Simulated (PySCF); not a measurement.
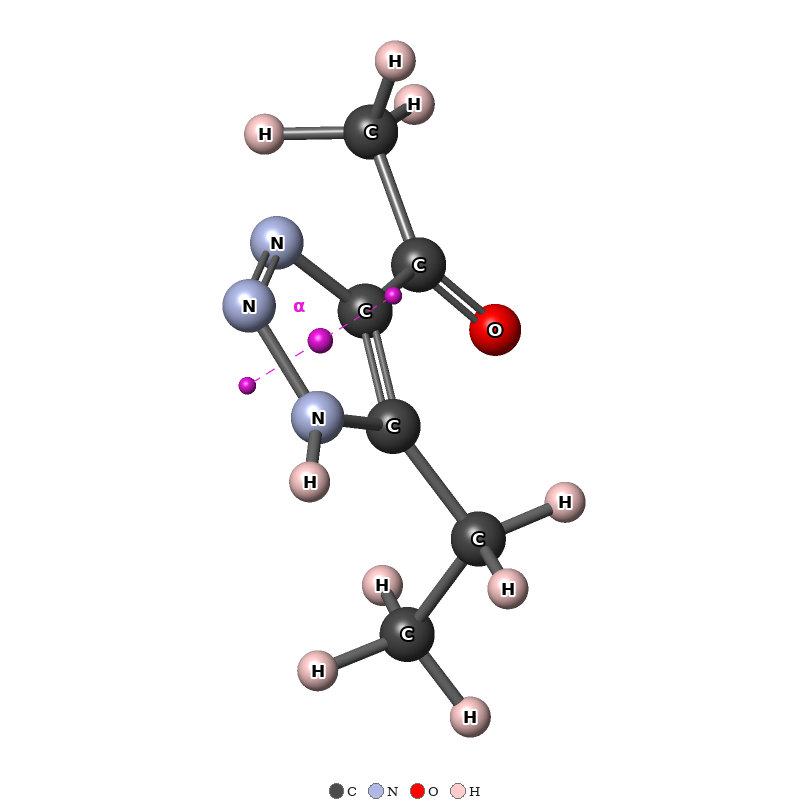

The small points mark where nucleus-independent chemical shifts (NICS) were computed: at the centre of each lettered ring and 1 Å above and below it. Computed geometry: GFN2-xTB optimisation. No frequency run is at hand to confirm it as a minimum. Properties computed with GIAO PBE0/pcSseg-1 NMR shielding, non-relativistic, gas phase (PySCF 2.14.0).

Give NICS(0), NICS(1) and the out-of-plane component NICS(1)zz for each ring (means of the two sides).

| ring | members | NICS(0) | NICS(1) | NICS(1)zz |
| --- | --- | --- | --- | --- |
| α | C2N3 | −12.2 | −12.6 | −30.4 |

Values in ppm.

What do the values say about the ring currents?

Answer. Ring α: diatropic, as in an aromatic ring. NICS is one index among several.
